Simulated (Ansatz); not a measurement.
# CH4GaNOS: small, medium and large basis sets

Aim: see how fast density functionals converge with the basis set for CH4GaNOS.

Program: Ansatz 0.2.0, Gaussian basis. Level of theory: one geometry, several basis sets. These are calculated values, not measurements.

Levels to be run: PBE0-D4/def2-SVP; ωB97M-V/def2-SVP; PBE0-D4/def2-QZVPP; ωB97M-V/def2-QZVPP; the functionals' def2-TZVPP values are taken from earlier runs.

### Step 1. The relaxed structure

An earlier PBE0-D4 in a triple-zeta def2 set relaxation fixed the geometry.

9 atoms, charge 0, spin multiplicity 1.

Atoms are counted from 1 here; the program's logs count them from 0.

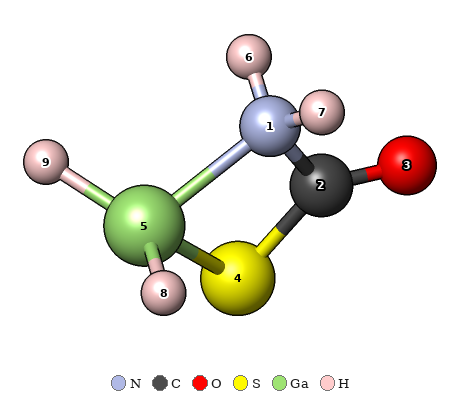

The structure; nitrogen light blue, carbon dark grey, oxygen red, sulfur yellow, gallium green, hydrogen pink; atoms are numbered from 1 in the order of the file.

### Step 2. PBE0-D4 in def2-SVP

File in.yaml:

```yaml
crystal:
  periodic: [false, false, false]
  atoms:
    - {symbol: N, position_ang: [0.761423, 0.282165, 0.150601]}
    - {symbol: C, position_ang: [0.582572, -0.475202, -1.131266]}
    - {symbol: O, position_ang: [1.531009, -0.806169, -1.773098]}
    - {symbol: S, position_ang: [-1.106619, -0.737330, -1.392117]}
    - {symbol: Ga, position_ang: [-1.232993, 0.088406, 0.788752]}
    - {symbol: H, position_ang: [0.992232, 1.246072, -0.081452]}
    - {symbol: H, position_ang: [1.558933, -0.100816, 0.653565]}
    - {symbol: H, position_ang: [-1.268558, -1.030334, 1.877804]}
    - {symbol: H, position_ang: [-1.817999, 1.533208, 0.907202]}
basis:
  gaussian: {orbitals: def2-SVP}
hamiltonian: {xc: pbe0, dispersion: d4}
output: {orbitals: {seedname: orbitals}}
```

Run with:

```sh
$ ansatz run in.yaml --threads 4 --pin off --events-out ev --progress --plain --max-ram 10444MiB
```

The program printed:

```text
Functional definition: PBE0
  name "PBE0"
  cite "Adamo & Barone, J. Chem. Phys. 110, 6158 (1999) doi:10.1063/1.478522"
  cite "Perdew, Burke & Ernzerhof, Phys. Rev. Lett. 77, 3865 (1996) doi:10.1103/PhysRevLett.77.3865"
  parent pbe
  parameter a = 0.25
  parameter kappa = 0.804
  parameter beta = 0.06672455060314922
  exchange = (1 - a)*pbe_x(kappa = kappa, mu = beta*pi^2/3) + a*exact_x
  correlation = pbe_c(beta = beta)
1106 factors; integrals over basis functions are off by at most 1.3e-3 eV
mean field evaluation 1: about -67818.9896 eV, gradient 5.4e1 eV
mean field evaluation 2: about -67806.3425 eV, gradient 9.6e1 eV
mean field evaluation 4: about -67824.2091 eV, gradient 5.7e0 eV
mean field evaluation 8: about -67824.3966 eV, gradient 6.6e-1 eV
mean field evaluation 16: about -67824.3976 eV, gradient 3.4e-4 eV
mean field -67824.39764757 eV, -2492.5006405205 hartree, gradient 6.2e-5 eV, S^2 0.000000; 0 other end points of the search recorded, 0 dependent functions left out
reference -67824.39767407 eV, -2492.5006414943 hartree; 36, 36 occupied and 76, 76 virtual orbitals, 1106 factors
Total energy: -67824.61354424 eV, -2492.5085745766 hartree
```

Wall time 0.85 s (4 threads of INTEL XEON PLATINUM 8581C at 2.30GHz, shared host); peak memory 0.27 GiB.

### Step 3. ωB97M-V in def2-SVP

in.yaml, as its differences from that of step 2:

```diff
@@ -14,3 +14,3 @@
   gaussian: {orbitals: def2-SVP}
-hamiltonian: {xc: pbe0, dispersion: d4}
+hamiltonian: {xc: {name: wB97M-V}}
 output: {orbitals: {seedname: orbitals}}
```

Same command.

The program printed (excerpt; [...] marks lines left out):

```text
Functional definition: wB97M-V
  name "wB97M-V"
  cite "Mardirossian & Head-Gordon, J. Chem. Phys. 144, 214110 (2016) doi:10.1063/1.4952647"
  cite "Becke, J. Chem. Phys. 107, 8554 (1997) doi:10.1063/1.475007"
  cite "Vydrov & Van Voorhis, J. Chem. Phys. 133, 244103 (2010) doi:10.1063/1.3521275"
  # Of w^i u^j: cxij and so on, Table III.
[...]
  gx(w, u) = 1 - cx + cx01*u + cx10*w
  gss(w, u) = css00 + css04*u^4 + css10*w + css20*w^2 + css43*w^4*u^3
  gos(w, u) = cos00 + cos10*w + (cos20 + cos21*u)*w^2 + (cos60 + cos61*u)*w^6
[...]
      + integral(e_c_pw_mod_opposite_spin*gos(b97_w_opposite, b97_u_opposite)) + vv10(b, c)
1106 factors; integrals over basis functions are off by at most 1.3e-3 eV
294 factors; integrals over basis functions are off by at most 4.7e-6 eV
[...]
mean field -67835.13815103 eV, -2492.8953467424 hartree, gradient 7.9e-5 eV, S^2 0.000000; 0 other end points of the search recorded, 0 dependent functions left out
reference -67835.13819487 eV, -2492.8953483535 hartree; 36, 36 occupied and 76, 76 virtual orbitals, 1106 factors
Total energy: -67835.13819487 eV, -2492.8953483535 hartree
```

Run time: 2.5 s. Hardware: 4 threads of INTEL XEON PLATINUM 8581C at 2.30GHz, shared host; peak memory 0.39 GiB.

### Step 4. PBE0-D4 in def2-QZVPP

in.yaml, as its differences from that of step 3:

```diff
@@ -13,4 +13,4 @@
 basis:
-  gaussian: {orbitals: def2-SVP}
-hamiltonian: {xc: {name: wB97M-V}}
+  gaussian: {orbitals: "def2-QZVPP.json"}
+hamiltonian: {xc: pbe0, dispersion: d4}
 output: {orbitals: {seedname: orbitals}}
```

Launched as before.

The program printed:

```text
Functional definition: PBE0
  name "PBE0"
  cite "Adamo & Barone, J. Chem. Phys. 110, 6158 (1999) doi:10.1063/1.478522"
  cite "Perdew, Burke & Ernzerhof, Phys. Rev. Lett. 77, 3865 (1996) doi:10.1103/PhysRevLett.77.3865"
  parent pbe
  parameter a = 0.25
  parameter kappa = 0.804
  parameter beta = 0.06672455060314922
  exchange = (1 - a)*pbe_x(kappa = kappa, mu = beta*pi^2/3) + a*exact_x
  correlation = pbe_c(beta = beta)
1728 factors; their error is unknown
mean field evaluation 1: about -67834.2556 eV, gradient 6.7e1 eV
mean field evaluation 2: about -67815.2005 eV, gradient 1.2e2 eV
mean field evaluation 4: about -67841.6201 eV, gradient 1.0e1 eV
mean field evaluation 8: about -67841.7934 eV, gradient 3.1e-1 eV
mean field evaluation 16: about -67841.9582 eV, gradient 1.0e-4 eV
mean field -67841.95815219 eV, -2493.1459771620 hartree, gradient 2.8e-5 eV, S^2 0.000000; 0 other end points of the search recorded, 0 dependent functions left out
reference -67841.95819071 eV, -2493.1459785778 hartree; 36, 36 occupied and 414, 414 virtual orbitals, 1728 factors
Total energy: -67842.17406088 eV, -2493.1539116601 hartree
```

Wall time 6 s (4 threads of INTEL XEON PLATINUM 8581C at 2.30GHz, shared host); peak memory 1.9 GiB.

### Step 5. ωB97M-V in def2-QZVPP

in.yaml, as its differences from that of step 4:

```diff
@@ -14,3 +14,3 @@
   gaussian: {orbitals: "def2-QZVPP.json"}
-hamiltonian: {xc: pbe0, dispersion: d4}
+hamiltonian: {xc: {name: wB97M-V}}
 output: {orbitals: {seedname: orbitals}}
```

The command is unchanged.

The program printed (excerpt; [...] marks lines left out):

```text
Functional definition: wB97M-V
  name "wB97M-V"
  cite "Mardirossian & Head-Gordon, J. Chem. Phys. 144, 214110 (2016) doi:10.1063/1.4952647"
  cite "Becke, J. Chem. Phys. 107, 8554 (1997) doi:10.1063/1.475007"
  cite "Vydrov & Van Voorhis, J. Chem. Phys. 133, 244103 (2010) doi:10.1063/1.3521275"
  # Of w^i u^j: cxij and so on, Table III.
[...]
  gx(w, u) = 1 - cx + cx01*u + cx10*w
  gss(w, u) = css00 + css04*u^4 + css10*w + css20*w^2 + css43*w^4*u^3
  gos(w, u) = cos00 + cos10*w + (cos20 + cos21*u)*w^2 + (cos60 + cos61*u)*w^6
[...]
      + integral(e_c_pw_mod_opposite_spin*gos(b97_w_opposite, b97_u_opposite)) + vv10(b, c)
1695 factors; their error is unknown
354 factors; integrals over basis functions are off by at most 7.9e-6 eV
[...]
mean field -67852.72361737 eV, -2493.5416007104 hartree, gradient 4.9e-5 eV, S^2 0.000000; 0 other end points of the search recorded, 0 dependent functions left out
reference -67852.72367824 eV, -2493.5416029475 hartree; 36, 36 occupied and 414, 414 virtual orbitals, 1695 factors
Total energy: -67852.72367824 eV, -2493.5416029475 hartree
```

It took 11 s on 4 threads of INTEL XEON PLATINUM 8581C at 2.30GHz, shared host; peak memory 2.2 GiB.

### Step 6. Density functionals: the series

The def2-TZVPP values come from earlier runs at the same geometry.

| functional | basis | functions | energy (eV) | from the largest (eV) | HOMO (eV) | LUMO (eV) |
| --- | --- | --- | --- | --- | --- | --- |
| PBE0-D4 | def2-SVP | 112 | -67824.6135 | 17.561 | -7.42 | -0.74 |
| PBE0-D4 | def2-TZVPP | 239 | -67840.4184 | 1.756 | -7.51 | -0.96 |
| PBE0-D4 | def2-QZVPP | 450 | -67842.1741 | 0.000 | -7.53 | -1.03 |
| ωB97M-V | def2-SVP | 112 | -67835.1382 | 17.585 | -9.44 | 1.38 |
| ωB97M-V | def2-TZVPP | 239 | -67851.0348 | 1.689 | -9.59 | 1.04 |
| ωB97M-V | def2-QZVPP | 450 | -67852.7237 | 0.000 | -9.62 | 0.60 |

### Step 7. Outcome

| quantity | value |
| --- | --- |
| PBE0-D4: double and triple zeta above quadruple | 17.56, 1.76 eV |
| ωB97M-V: double and triple zeta above quadruple | 17.59, 1.69 eV |

PBE0-D4 gains 15.80 eV from double to triple zeta, then 1.76 eV more. Total energies overstate the basis error of differences, where much of it tends to cancel. The LUMO of ωB97M-V is positive and keeps falling with the basis (1.38 to 0.60 eV): an unbound level that the basis holds in place.

For PBE0-D4 the largest set took about 7 times as long as the smallest (6 s against 0.85 s).
